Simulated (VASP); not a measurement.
Band structure of Ni3Si. Calculation: LDA (Ceperley-Alder, Perdew-Zunger), VASP's LDA PAW potentials (set 64) (plane waves; VASP).

The cell holds a wide vacuum, so values per volume refer to the whole cell.

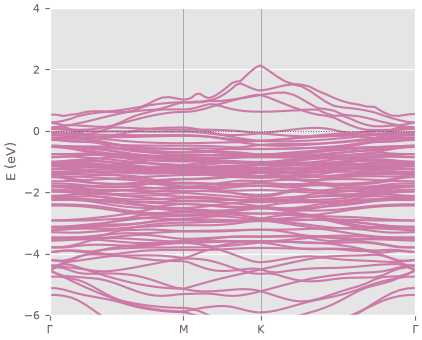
*Bands along high-symmetry lines, zero at the valence-band maximum or, without a gap, the Fermi level*

Q: Read the plot: is there a gap, and where are the band edges?

A: It has no gap at this level: it comes out as a metal or semimetal.

The cell is a sheet with vacuum, built from a database entry that may be metastable or hypothetical. The run is not spin-polarised, so no magnetic state was tried.
